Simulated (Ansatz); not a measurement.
## A computed series for MgS: carrier doping

The reference is MgS in the rock salt structure (space group Fm-3m, No. 225).

MgS is taken in the cubic space group Fm-3m (No. 225), the rock salt structure, Pearson symbol cF8. Cell: a = b = c = 5.155 Å, α = β = γ = 90.00°. Mg on 4b is surrounded by 6 S at 2.578 Å (octahedral). S on 4a sees 6 Mg at 2.578 Å (octahedral). (Neighbours: up to the widest gap in distance over summed covalent radii, below 1.35, at either atom; cation-cation and far metal-metal contacts left out.)
(The calculation used a cell of 2 atoms; values per cell refer to that cell.)

Carriers are added at fixed cell with a uniform background; the Fermi–Dirac width is that of 300 K.

Computed with PBE-D3(BJ), PAW, 420 eV (Ansatz, a program for electronic structure; no spin-orbit coupling).

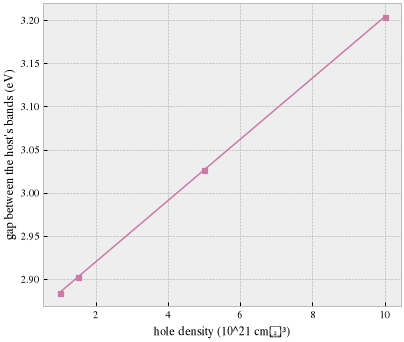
Gap between the host's bands against hole density

Q: From the plot, what is the gap between the host's bands for holes 5.0×10^21 cm⁻³?

A: About 3.03 eV.

Q: Is the trend monotonic over the range shown?

A: Yes, it rises throughout, spanning 2.88 eV to 3.20 eV.

Charged cell with a jellium background: band edges are those of the host's band count, energies are not comparable with the neutral cell, and many-body gap narrowing is missing. Whether these cells are dynamically stable was not tested. The base started in Pnma and relaxed to Fm-3m at this level.
